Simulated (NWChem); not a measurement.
# BGeH5O3 (SMILES OB(O)[O][GeH3]) at 5 levels

We compute a comparison of 5 runs (HF/STO-3G, HF/3-21G, BP86/STO-3G, B3LYP/6-31G*) of BGeH5O3. 

Program for the calculation: NWChem 7.3.0.

### Step 1. Starting point

The species is BGeH5O3 (10 atoms), meant as a singlet with charge 0. As SMILES, `OB(O)[O][GeH3]`. Geometry: relaxed at PBE0-D4/def2-TZVP.

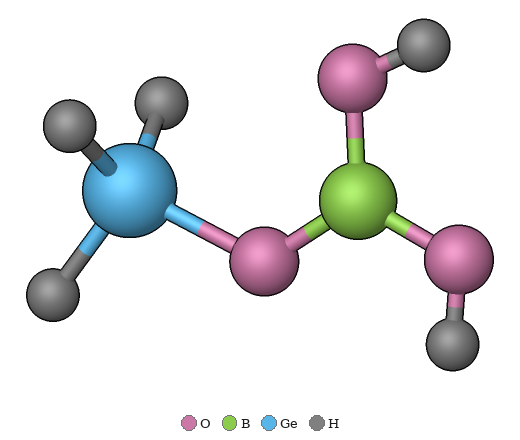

Viewed from a chosen angle; oxygen pink, boron green, germanium blue, hydrogen grey.

### Step 2. Energy and gradient at HF/STO-3G (run 1)

File run.py:

```python
from ase import Atoms
from ase.calculators.nwchem import NWChem

system = Atoms(['O', 'B', 'O', 'O', 'Ge', 'H', 'H', 'H', 'H', 'H'], positions=[
    [-1.031400, -0.356400, -1.201100],
    [0.307900, -0.156100, -0.991100],
    [1.169000, -0.252900, -2.051800],
    [0.760900, 0.133500, 0.256400],
    [-0.306200, 0.275700, 1.689800],
    [-1.233500, -0.553700, -2.118000],
    [2.077100, -0.093800, -1.786100],
    [-1.310200, 1.411100, 1.451400],
    [-1.010300, -1.067800, 1.920500],
    [0.659700, 0.609100, 2.833000],
])

calc = NWChem(
    label='bgeh5o3',
    theory='scf',
    memory='2200 mb',
    basis='STO-3G',
    basispar='spherical bse',
    scf={'nopen': '0', 'rhf': None, 'thresh': '1e-08', 'maxiter': '80'},
)
system.calc = calc

forces = system.get_forces()
e = system.get_potential_energy()
print(f"E = {e:.6f} eV")
print("forces (eV/A):")
for s, f in zip(system.symbols, forces):
    print(f"{s:2s} {f[0]:10.5f} {f[1]:10.5f} {f[2]:10.5f}")
print("dipole (e A):", system.get_dipole_moment().round(4))
```

On the command line:

```
$ export ASE_NWCHEM_COMMAND="nwchem PREFIX.nwi > PREFIX.nwo"
$ python run.py
```

The program printed:

```text
E = -62606.672110 eV
forces (eV/A):
O     0.29105    0.32211    1.52256
B     0.25747    0.17993    0.79334
O    -1.50816   -0.28128   -0.53309
O    -1.18430   -0.04808    0.49859
Ge    0.19669   -0.03420   -0.31403
H    -0.10058   -0.27069   -1.37091
H     1.27650    0.25912    0.56173
H     1.23284   -1.44275    0.40238
H     0.84898    1.73303   -0.19849
H    -1.31049   -0.41714   -1.36212
dipole (e A): [0.0144 0.0285 0.1423]
```

The calculator wrote bgeh5o3.nwi:

```
title "bgeh5o3"

permanent_dir bgeh5o3

scratch_dir bgeh5o3

start bgeh5o3

geometry units angstrom nocenter noautosym noautoz
  O  -1.0314000000000001e+00 -3.5639999999999999e-01 -1.2011000000000001e+00
  B  3.0790000000000001e-01 -1.5609999999999999e-01 -9.9109999999999998e-01
  O  1.1690000000000000e+00 -2.5290000000000001e-01 -2.0518000000000001e+00
  O  7.6090000000000002e-01 1.3350000000000001e-01 2.5640000000000002e-01
  Ge -3.0620000000000003e-01 2.7570000000000000e-01 1.6898000000000000e+00
  H  -1.2335000000000000e+00 -5.5369999999999997e-01 -2.1179999999999999e+00
  H  2.0771000000000002e+00 -9.3799999999999994e-02 -1.7861000000000000e+00
  H  -1.3102000000000000e+00 1.4111000000000000e+00 1.4514000000000000e+00
  H  -1.0103000000000000e+00 -1.0678000000000001e+00 1.9205000000000001e+00
  H  6.5969999999999995e-01 6.0909999999999997e-01 2.8330000000000002e+00
end

memory 2200 mb

basis spherical bse noprint
   * library STO-3G
end

scf
  nopen 0
  rhf
  thresh 1e-08
  maxiter 80
end

task scf gradient
```

bgeh5o3.nwo:

```text
Northwest Computational Chemistry Package (NWChem) 7.3.0
             --------------------------------------------------------

           Job information
           ---------------

    nwchem branch   = 7.3.0
    use scalapack   = T
    input           = bgeh5o3.nwi
    prefix          = bgeh5o3.
    data base       = bgeh5o3/bgeh5o3.db
    status          = startup
    nproc           =        1

           Memory information
           ------------------

[... 5 lines left out ...]
    hardfail = no
[... 135 lines left out ...]
         Quadratically convergent ROHF
[... 15 lines left out ...]
       Final RHF  results
[... 4 lines left out ...]
      Two-electron energy =   1270.580103633834
[... 52 lines left out ...]
                       ROHF Final Molecular Orbital Analysis
[... 291 lines left out ...]
                 ----------------------------------------
                 |  Time  |  1-e(secs)   |  2-e(secs)   |
                 ----------------------------------------
                 |  CPU   |       0.00   |       1.02   |
                 ----------------------------------------
                 |  WALL  |       0.00   |       1.02   |
                 ----------------------------------------

 Task  times  cpu:        5.4s     wall:        5.4s
 Total times  cpu:        5.4s     wall:        5.4s
```

Wall time 6.6 s (1 thread of Intel Xeon Platinum 8252C at 3.80GHz (Skylake/Cascade Lake), shared host); peak memory 0.1 GiB.

### Step 3. Energy and gradient at HF/3-21G (run 2)

File sp.nw:

```
start sp
memory total 2200 mb

geometry units angstrom noautosym nocenter noautoz
 O     -1.031400    -0.356400    -1.201100
 B      0.307900    -0.156100    -0.991100
 O      1.169000    -0.252900    -2.051800
 O      0.760900     0.133500     0.256400
 Ge    -0.306200     0.275700     1.689800
 H     -1.233500    -0.553700    -2.118000
 H      2.077100    -0.093800    -1.786100
 H     -1.310200     1.411100     1.451400
 H     -1.010300    -1.067800     1.920500
 H      0.659700     0.609100     2.833000
end

basis spherical bse
 O library 3-21G
 B library 3-21G
 Ge library 3-21G
 H library 3-21G
end

scf
 singlet
 rhf
 thresh 1e-08
 maxiter 80
 print low
end

task scf gradient
```

On the command line:

```
$ nwchem sp.nw > sp.out
```

The program printed:

```text
[...]
  functions       =    68
[...]
  wavefunction    = RHF
[...]
         Total SCF energy =  -2316.336429522853
      One-electron energy =  -3920.851538311070
      Two-electron energy =   1257.462072310767
 Nuclear repulsion energy =    347.053036477451
        Time for solution =      4.3s
[...]
                         RHF ENERGY GRADIENTS
    atom               coordinates                        gradient
                 x          y          z           x          y          z
   1 O      -1.949063  -0.673498  -2.269750    0.006865   0.001254   0.002247
   2 B       0.581847  -0.294986  -1.872907   -0.007228  -0.001422  -0.002965
   3 O       2.209090  -0.477912  -3.877340   -0.004805   0.000184   0.004054
   4 O       1.437893   0.252278   0.484526    0.018712  -0.002529  -0.025305
   5 Ge     -0.578634   0.520997   3.193259   -0.015493   0.001348   0.017104
   6 H      -2.330977  -1.046341  -4.002440    0.009268   0.001871   0.004030
   7 H       3.925150  -0.177256  -3.375240   -0.008408   0.000050   0.005604
   8 H      -2.475919   2.666592   2.742748   -0.000609   0.000253  -0.001922
   9 H      -1.909190  -2.017849   3.629219   -0.000452  -0.001058  -0.001675
  10 H       1.246652   1.151032   5.353594    0.002150   0.000049  -0.001170
[...]
```

It took 6.3 s on 1 thread of Intel Xeon Platinum 8252C at 3.80GHz (Skylake/Cascade Lake), shared host; peak memory 0.1 GiB.

Runs 3 to 4 aren't shown in full; the table further down has their settings and results.

### Step 4. Energy and forces at B3LYP/6-31G(d) (Cartesian functions) (run 5)

File run.nw:

```
START run
TITLE "BGeH5O3 B3LYP"
memory 2200 mb

GEOMETRY noautosym nocenter noautoz
O    -1.031400   -0.356400   -1.201100
B     0.307900   -0.156100   -0.991100
O     1.169000   -0.252900   -2.051800
O     0.760900    0.133500    0.256400
Ge   -0.306200    0.275700    1.689800
H    -1.233500   -0.553700   -2.118000
H     2.077100   -0.093800   -1.786100
H    -1.310200    1.411100    1.451400
H    -1.010300   -1.067800    1.920500
H     0.659700    0.609100    2.833000
END

BASIS
* library 6-31G*
END

DFT
xc b3lyp
mult 1
grid fine
convergence energy 1e-08
iterations 100
mulliken
END

TASK dft gradient
```

On the command line:

```
$ nwchem run.nw > run.out
```

The program printed:

```text
[...]
          Wavefunction type:  closed shell.
          No. of atoms     :    10
          No. of electrons :    66
[...]
          Charge           :     0
          Spin multiplicity:     1
[...]
          AO basis - number of functions:   105
[...]
              XC Information
              --------------
                         B3LYP Method XC Potential
                     Hartree-Fock (Exact) Exchange  0.200
                        Slater Exchange Functional  0.800 local
                    Becke 1988 Exchange Functional  0.720 non-local
              Lee-Yang-Parr Correlation Functional  0.810
                  VWN I RPA Correlation Functional  0.190 local
[...]
 d= 0,ls=0.0,diis     1  -2330.3342454892 -2.68D+03  1.37D-02  1.88D+00     3.8
[...]
 d= 0,ls=0.0,diis    10  -2330.4572068709 -6.06D-10  2.44D-07  2.05D-09    29.6
         Total DFT energy =    -2330.457206870864
      One electron energy =    -3933.005829652603
           Coulomb energy =     1366.405874431171
    Exchange-Corr. energy =     -110.910288126883
 Nuclear repulsion energy =      347.053036477451
[...]
  wavefunction    = closed shell
[...]
```

It took 40 s on 1 thread of Intel Xeon Platinum 8252C at 3.80GHz (Skylake/Cascade Lake), shared host; peak memory 0.13 GiB.

### Step 5. All runs side by side

```csv
run,level,iteration cap,module,energy (Eh),dipole moment (D),HOMO energy (eV),LUMO energy (eV),wall time
1,HF/STO-3G,80,scf,-2300.752782,0.70,-9.06,11.18,6.6 s
2,HF/3-21G,80,scf,-2316.336430,–,–,–,6.3 s
3,BP86/STO-3G,100,dft,-2303.452255,0.31,-2.27,4.88,19 s
4,B3LYP/6-31G* (spherical functions),100,dft,-2330.447630,0.24,-8.14,0.19,34 s
5,B3LYP/6-31G* (Cartesian functions),100,dft,-2330.457207,0.25,-8.15,0.17,40 s
```

### Step 6. Outcome

| quantity | value |
| --- | --- |
| run 5: total energy | -2330.45721 Eh |
| run 5: dipole moment | 0.25 D |
| run 5: HOMO energy | -8.15 eV |
| run 5: LUMO energy | 0.17 eV |
| run 5: HOMO–LUMO gap | 8.32 eV |
| run 5: largest force on an atom | 0.437 eV/Å |

What this shows: Over runs 1, 3, 4, 5 the dipole moment (its size) runs from 0.24 D (B3LYP/6-31G*) to 0.70 D (HF/STO-3G). The two ends differ in method and basis. Over runs 1, 3, 4, 5 the HOMO–LUMO gap runs from 7.15 eV (BP86/STO-3G) to 20.24 eV (HF/STO-3G). Exact exchange widens orbital gaps. Totals of different functionals can't be ranked against each other. In runs 1, 3 the basis is minimal, so the values are rough. All runs together took 1.8 min, the longest 40 s.
